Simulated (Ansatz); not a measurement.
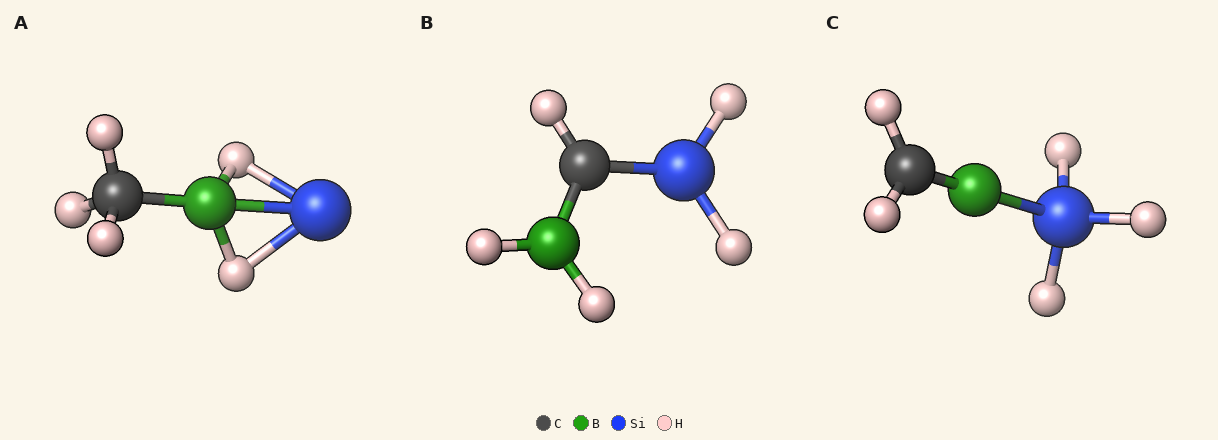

3 stationary structures of one formula. Geometries: PBE-D4/def2-SVP. Electronic energies: PBE-D4/def2-SVP (Ansatz 0.2.0), without zero-point energy. No frequency run is at hand to confirm each as a minimum. Each is one conformer, not always the lowest.

> Rank them by energy, lowest first.

A is lowest; B lies 28.1 kJ/mol above it (Cs), C lies 53.4 kJ/mol above it.
